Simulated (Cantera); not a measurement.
Input: 1 mol FeS₂, 2 mol H₂S, 1.2 mol CO₂, at 0.0920 bar.

Cantera equilibrium calculation (NASA polynomials, part measured and part estimated; ideal gas, pure solids and liquids). Candidate condensed phases: C, C₆H₆, C₇H₈, C₈H₁₈, Fe, Fe(CO)₅, FeO, Fe(OH)₂, Fe(OH)₃, FeS, FeSO₄, FeS₂, Fe₂O₃, Fe₂(SO₄)₃, Fe₃O₄, H₂O, H₂SO₄, S; 127 gas species. Gases not in the tables: S₃ to S₇. Kinetics and transport are ignored.

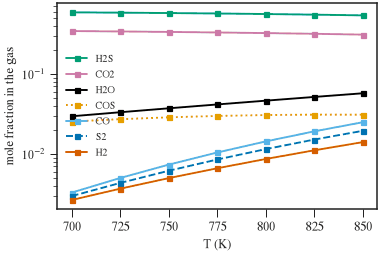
Fig. 1. Equilibrium gas composition (values under 1e-9 drawn at 1e-9)

Task: Read off the mole fractions at 725 K.

Result: H₂S about 0.59, CO₂ about 0.34, H₂O about 0.033, COS about 0.027, CO about 0.0050, S₂ about 0.0043, H₂ about 0.0037.
